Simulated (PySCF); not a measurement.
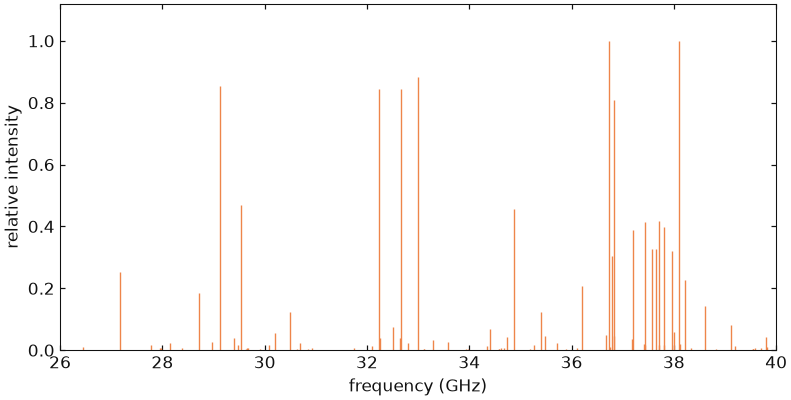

Simulated rotational absorption lines between 26 and 40 GHz at 3 K: rigid rotor with the equilibrium constants and dipole of one optimised conformer (PBE0-D3(BJ)/def2-SVP, PySCF 2.14.0), commonest isotopes; no centrifugal distortion, hyperfine structure, internal rotation or nuclear-spin weights; lines within 1 MHz of each other are summed.

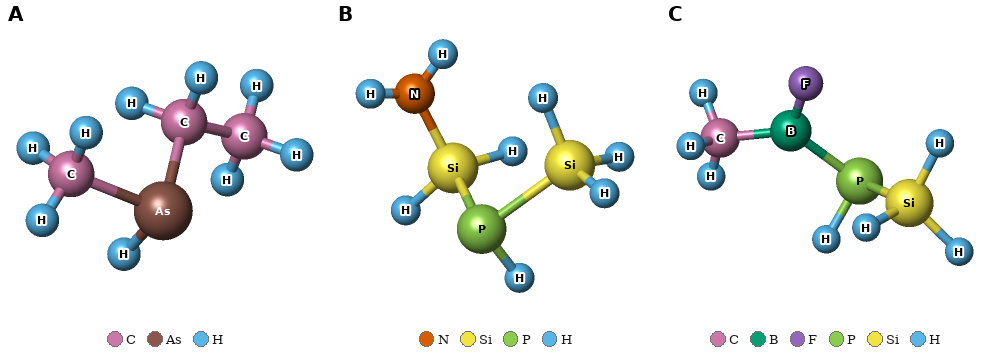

**Which molecule gives this spectrum? Choose among the lettered structures.**

Structure A, C₃H₉As, SMILES CC[AsH]C. Rotational constants A, B, C = 9.992, 2.676, 2.251 GHz, |μa|, |μb|, |μc| = 0.17, 1.09, 0.23 D.

Known limits of this run: coarse grid, loose stop and no frequency check, small forces are noise and the end may be a saddle.
